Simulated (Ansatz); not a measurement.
## TiSi2: Si → Ni

The reference is TiSi2 (space group Fddd, No. 70; a = 4.780 Å, b = 8.232 Å, c = 8.522 Å).

Perturbation: full substitution Si → Ni, then cell and atoms are relaxed.

The values are results of r2SCAN (Ansatz, an electronic-structure program), no spin-orbit coupling, earlier PAW set, not measurements. Γ-centred 12×12×12 mesh, Fermi–Dirac width 0.05 eV, for the changed cell.

```tsv
quantity	base	changed	shift
volume per atom	13.97 Å³	12.13 Å³	-1.84 Å³
density	4.12 g/cm³	7.54 g/cm³	+3.42 g/cm³
shortest interatomic distance	2.520 Å	2.475 Å	-0.045 Å
band gap	zero	zero	–
```

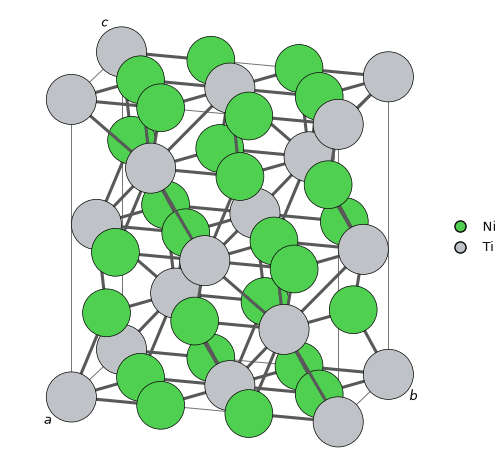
The relaxed conventional cell after the change

Stability against distortions was not tested. As relaxed here, TiNi2 is a hypothetical phase, not in the database extracts checked. Seeded moments were not kept for Si → Ni. All final runs are without spin polarisation.
